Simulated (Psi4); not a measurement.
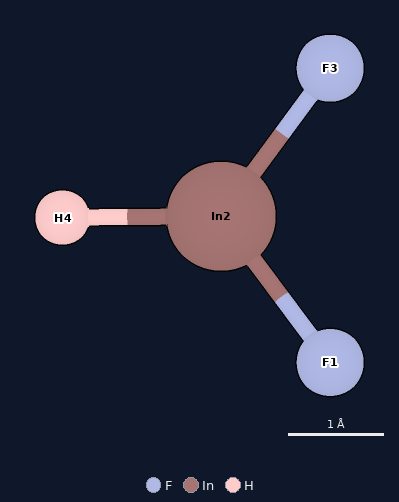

*The input geometry (ball-and-stick view, seen on its broad side; atoms are numbered from 1 in the order of the input). Sticks mark near contacts.*

Bond lengths as drawn: F–In 1.93 Å and H–In 1.68 Å.

## InHF2: single-point calculation

The run: single-point calculation of InHF2, SMILES [F][InH][F]. Method and program: PBE/def2-SVP, RKS, core potentials def2 (Psi4 1.11).

The geometry comes from this level: PBE0-D4/def2-TZVP.

Output:
```
Psi4 1.11 release

   => Loading Basis Set <=

    Name: DEF2-SVP
    Role: ORBITAL
    Keyword: BASIS

    !!!  WARNING: ECP capability is in beta. Please check occupations closely.  !!!

         ---------------------------------------------------------
                                   SCF
                              RKS Reference
                        1 Threads,   1525 MiB Core
         ---------------------------------------------------------

  ==> Geometry <==

    Molecular point group: c1
    Full point group: C1

    Geometry (in Angstrom), charge = 0, multiplicity = 1:

       Center              X                  Y                   Z               Mass
    ------------   -----------------  -----------------  -----------------  -----------------
         F           -1.685756701389    -0.557002196098     0.184176152184    18.998403162730
         IN           0.052343298611     0.225597803902    -0.145923847816   114.903878776000
         F            1.349343298611    -0.892902196098     0.753676152184    18.998403162730
         H            0.373943298611     1.611197803902    -1.042323847816     1.007825032230

  Running in c1 symmetry.

  Rotational constants: A =      0.40270  B =      0.18392  C =      0.12626 [cm^-1]
  Rotational constants: A =  12072.69155  B =   5513.76422  C =   3785.07049 [MHz]
  Nuclear repulsion =  126.753633381027427

  Charge       = 0
  Multiplicity = 1
  Electrons    = 40
  Nalpha       = 20
  Nbeta        = 20

  ==> Algorithm <==

  SCF Algorithm Type is DF.
  DIIS enabled.
  MOM disabled.
  Fractional occupation disabled.
  Guess Type is GWH.
  Energy threshold   = 1.00e-06
  Density threshold  = 1.00e-06
  Integral threshold = 1.00e-12

  ==> Primary Basis <==

  Basis Set: DEF2-SVP
    Blend: DEF2-SVP
    Number of shells: 25
    Number of basis functions: 59
    Number of Cartesian functions: 63
    Spherical Harmonics?: true
    Max angular momentum: 2

  Core potential: DEF2-SVP
    Number of shells: 4
    Number of ECP primitives: 18
    Number of ECP core electrons: 28
    Max angular momentum: 3

  ==> DFT Potential <==

   => LibXC <=

    Version 7.1.2

   => Composite Functional: PBE <=

    PBE GGA Exchange-Correlation Functional

    Deriv               =              1
    GGA                 =           TRUE
    Meta                =          FALSE

    Exchange Hybrid     =          FALSE
    MP2 Hybrid          =          FALSE

   => Exchange Functionals <=

    1.0000     XC_GGA_X_PBE

   => Correlation Functionals <=

    1.0000     XC_GGA_C_PBE

   => LibXC Density Thresholds  <==

    XC_GGA_C_PBE:  1.00E-12
    XC_GGA_X_PBE:  1.00E-15

   => Molecular Quadrature <=

    Radial Scheme          =       TREUTLER
    Pruning Scheme         =           NONE
    Nuclear Scheme         =       TREUTLER

    Blocking Scheme        =         OCTREE
    BS radius alpha        =              1
    Pruning alpha          =              1
    Radial Points          =             75
    Spherical Points       =            302
    Total Points           =          87229
    Total Blocks           =            704
    Max Points             =            256
    Max Functions          =             58
    Weights Tolerance      =       1.00E-15

   => Loading Basis Set <=

    Name: (DEF2-SVP AUX)
    Role: JKFIT
    Keyword: DF_BASIS_SCF

  ==> Integral Setup <==

  DFHelper Memory: AOs need 0.012 GiB; user supplied 1.003 GiB.
  SCF_SUBTYPE=INCORE selected. In-core MEM_DF algorithm will be used.
  Using in-core AOs.

  ==> MemDFJK: Density-Fitted J/K Matrices <==

    J tasked:                   Yes
    K tasked:                    No
    wK tasked:                   No
    Memory [MiB]:              1026
    Algorithm:                 Core
    Schwarz Cutoff:           1E-12
    Mask sparsity (%):       1.0916
    Fitting Condition:        1E-10

   => Auxiliary Basis Set <=

  Basis Set: (DEF2-SVP AUX)
    Blend: DEF2-UNIVERSAL-JKFIT
    Number of shells: 102
    Number of basis functions: 390
    Number of Cartesian functions: 515
    Spherical Harmonics?: true
    Max angular momentum: 5

  Cached 100.0% of DFT collocation blocks in 0.115 [GiB].

  Minimum eigenvalue in the overlap matrix is 3.6232072143E-02.
  Reciprocal condition number of the overlap matrix is 1.0410871257E-02.
    Using symmetric orthogonalization.

  ==> Pre-Iterations <==

  SCF Guess: Generalized Wolfsberg-Helmholtz applied to core Hamiltonian.

   -------------------------------------------------------
    Irrep   Nso     Nmo     Nalpha   Nbeta   Ndocc  Nsocc
   -------------------------------------------------------
     A         59      59      20      20      20       0
   -------------------------------------------------------
    Total      59      59      20      20      20       0
   -------------------------------------------------------

  ==> Iterations <==

                           Total Energy        Delta E     RMS |[F,P]|

   @DF-RKS iter   1:  -383.11891032648333   -3.83119e+02   3.07176e-01 ADIIS
   @DF-RKS iter   2:  -386.44730778615235   -3.32840e+00   4.83452e-02 ADIIS/DIIS
   @DF-RKS iter   3:  -384.12167300822915    2.32563e+00   5.97336e-02 ADIIS/DIIS
   @DF-RKS iter   4:  -389.88007006976943   -5.75840e+00   1.22383e-02 ADIIS/DIIS
   @DF-RKS iter   5:  -390.08689944737262   -2.06829e-01   3.18420e-03 ADIIS/DIIS
   @DF-RKS iter   6:  -390.09139819795303   -4.49875e-03   2.76257e-03 ADIIS/DIIS
   @DF-RKS iter   7:  -390.10068806704612   -9.28987e-03   9.62509e-04 ADIIS/DIIS
   @DF-RKS iter   8:  -390.10204022772660   -1.35216e-03   9.51650e-05 DIIS
   @DF-RKS iter   9:  -390.10207109341951   -3.08657e-05   4.60994e-05 DIIS
   @DF-RKS iter  10:  -390.10207508710641   -3.99369e-06   8.13137e-06 DIIS
   @DF-RKS iter  11:  -390.10207520000745   -1.12901e-07   1.69635e-06 DIIS
   @DF-RKS iter  12:  -390.10207520426042   -4.25297e-09   2.62242e-07 DIIS
  Energy and wave function converged.

  ==> Post-Iterations <==

   Electrons on quadrature grid:
      Ntotal   =   39.9997604155 ; deviation = -2.396e-04

    Orbital Energies [Eh]
    ---------------------

    Doubly Occupied:

       1A    -24.206890     2A    -24.206862     3A     -4.515937
       4A     -2.965102     5A     -2.953868     6A     -2.953766
       7A     -0.987397     8A     -0.986582     9A     -0.730554
      10A     -0.725762    11A     -0.725467    12A     -0.720573
      13A     -0.710788    14A     -0.414429    15A     -0.336558
      16A     -0.328922    17A     -0.311634    18A     -0.296780
      19A     -0.292015    20A     -0.289379

    Virtual:

      21A     -0.093277    22A     -0.083370    23A     -0.009451
      24A      0.070406    25A      0.109109    26A      0.143234
      27A      0.197464    28A      0.198083    29A      0.296272
      30A      0.330379    31A      0.361471    32A      0.415645
      33A      0.462012    34A      0.641473    35A      1.122380
      36A      1.185880    37A      1.196605    38A      1.201515
      39A      1.204376    40A      1.324982    41A      1.426004
      42A      1.438245    43A      1.601478    44A      1.732683
      45A      1.772767    46A      3.002546    47A      3.016057
      48A      3.017032    49A      3.021600    50A      3.026608
      51A      3.036642    52A      3.039357    53A      3.073271
      54A      3.102979    55A      3.108184    56A     15.736715
      57A     16.257303    58A     16.430246    59A     60.973057

    Final Occupation by Irrep:
              A
    DOCC [    20 ]
    NA   [    20 ]
    NB   [    20 ]

  @DF-RKS Final Energy:  -390.10207520426042

   => Energetics <=

    Nuclear Repulsion Energy =            126.7536333810274272
    One-Electron Energy =                -867.6537132353220159
    Two-Electron Energy =                 388.6672213202836588
    DFT Exchange-Correlation Energy =     -37.8692166702494504
    Empirical Dispersion Energy =           0.0000000000000000
    VV10 Nonlocal Energy =                  0.0000000000000000
    Total Energy =                       -390.1020752042604158

Computation Completed

Properties will be evaluated at   0.000000,   0.000000,   0.000000 [a0]

Properties computed using the SCF density matrix

 Multipole Moments:

 ------------------------------------------------------------------------------------
     Multipole            Electronic (a.u.)      Nuclear  (a.u.)        Total (a.u.)
 ------------------------------------------------------------------------------------

 L = 1.  Multiply by 2.5417464519 to convert [e a0] to [Debye]
 Dipole X            :          3.1717739           -2.9377079            0.2340660
 Dipole Y            :         13.6709489          -12.6618980            1.0090510
 Dipole Z            :         -8.8426158            8.1899711           -0.6526447
 Magnitude           :                                                    1.2243022

 ------------------------------------------------------------------------------------

	total time  =          2 seconds =       0.03 minutes

    Psi4 run time: 0:00:02.53
```

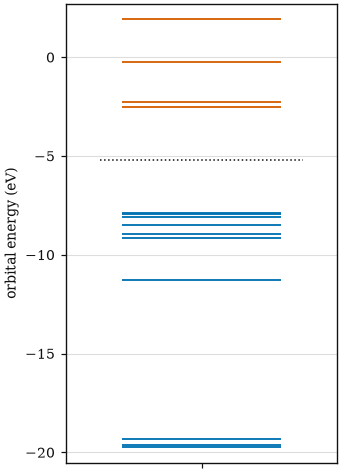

*Orbital energies near the frontier; the dotted line parts filled from empty levels, and levels within 0.02 eV of each other stand side by side.*

Highest filled −7.87 eV, lowest empty −2.54 eV, 5.33 eV apart.

This output came from the following input.

Input (job.dat):
```
memory 1600 MB

molecule {
  0 1
  F     -1.694300    -0.668800     0.241700
  In     0.043800     0.113800    -0.088400
  F      1.340800    -1.004700     0.811200
  H      0.365400     1.499400    -0.984800
  symmetry c1
}

set basis def2-SVP
set scf_type df
set guess gwh

energy("pbe")
```

Run as:
```bash
psi4 job.dat job.out -n 1
```

Results in brief:

| quantity | value |
| --- | --- |
| outcome | converged |
| total energy | −390.102075 hartree |
| basis functions | 59 |
| HOMO | −7.87 eV |
| LUMO | −2.54 eV |
| dipole moment | 3.11 D |
| hardware | 1 thread of AMD EPYC (Zen 3), 16 GiB of memory available, shared host |
| wall time | 3.6 s |
| peak memory | 0.32 GiB |
